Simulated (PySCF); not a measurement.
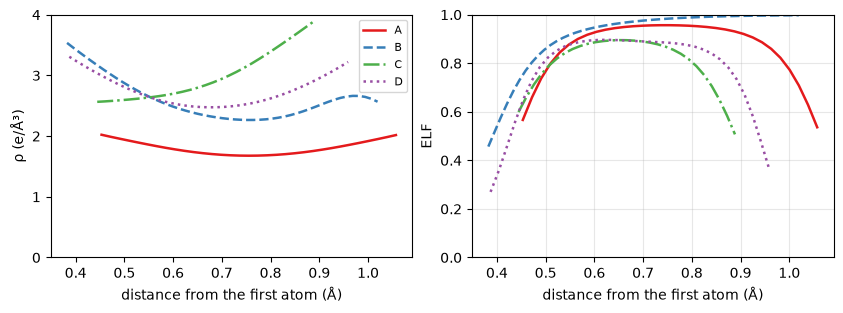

Figure. C7H16N2 (SMILES CN/N=C(\C)C(C)(C)C). Total electron density and ELF along straight lines between neighbouring atoms. The curves leave out the atomic cores.

Geometry: GFN2-xTB.

The calculation used PBE0/pcSseg-1, SCF density, gas phase, non-relativistic (PySCF).

Input file:

```
{"job": {"kind": "nmr", "xc": "PBE0", "basis": "pcSseg-1"}, "charge": 0, "multiplicity": 1}
C      3.345245     0.845423    -0.755170
N      2.426511    -0.151264    -0.260644
N      1.129624     0.198347    -0.346011
C      0.216738    -0.340294     0.352203
C      0.472956    -1.375130     1.422009
C     -1.212102     0.078880     0.065344
C     -1.246308     1.083932    -1.087858
C     -2.036712    -1.153405    -0.328241
C     -1.819138     0.738319     1.310702
H      3.540750     1.648676    -0.032689
H      4.288745     0.364030    -1.011563
H      2.906633     1.282210    -1.649698
H      2.736410    -0.622874     0.588473
H      1.248793    -1.027247     2.108553
H      0.819470    -2.305057     0.968496
H     -0.419644    -1.585018     2.000847
H     -2.270686     1.393310    -1.283475
H     -0.832652     0.638536    -1.987192
H     -0.652684     1.958759    -0.842276
H     -2.093002    -1.874139     0.483752
H     -3.050353    -0.854439    -0.587258
H     -1.589612    -1.641860    -1.191335
H     -1.228911     1.604679     1.600364
H     -1.857544     0.051286     2.152433
H     -2.833463     1.068486     1.098063
```

Run with:

```sh
OMP_NUM_THREADS=1 python probes_run.py task.json out
```

Which curve belongs to which contact (C–C, C–N, N–H and N–N)? The first atom named is at distance zero.

Answer. Curve A: C–C (1.51 Å): ρ at the midpoint is about 1.7 e/Å³; the ELF peaks at about 0.95 between the atoms (a covalent bond). Curve B: N–H (1.02 Å): ρ at the midpoint is about 2.8 e/Å³; the ELF climbs to about 1 towards the hydrogen, as it does in any bond to H: a covalent bond by its length. Curve C: C–N (1.27 Å): ρ is about 2.8 e/Å³ halfway; the ELF peaks at about 0.90 between the atoms: a multiple bond. Curve D: N–N (1.35 Å): ρ at the midpoint is about 2.5 e/Å³; the ELF peaks at about 0.90 between the atoms: a covalent bond.
